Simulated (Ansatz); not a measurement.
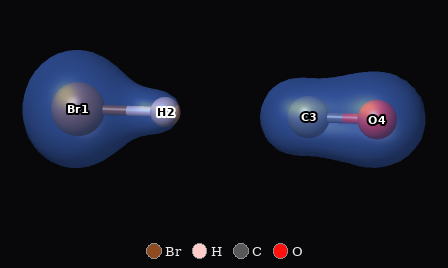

Figure 1: HBr···CO (SMILES Br.[C-]#[O+]). Isosurface of the electron density at 0.8 e/Å³ (blue), seen from one side.

Geometry: PBE0-D4/def2-TZVP.

The calculation used RKS PBE0-D4/def2-TZVPPD (Ansatz).

```xyz
4

Br    0.1284    0.0204   -2.5167
H     0.0556    0.0096   -1.0920
C    -0.0635   -0.0098    1.2445
O    -0.1205   -0.0201    2.3644
```

Q: Which contacts does the surface bridge?

A: At this value the surface falls into two separate pieces. It bridges the sampled C–O (1.12 Å) and Br–H (1.43 Å) contacts, where the density stays above the isovalue. It is pinched off along the sampled C···H (2.34 Å) contacts. On the grid the lowest density along these lines, outside the cores, is 0.1 e/Å³ (C···H, 2.34 Å), 3.7 e/Å³ (C–O, 1.12 Å) and 1.4 e/Å³ (Br–H, 1.43 Å).
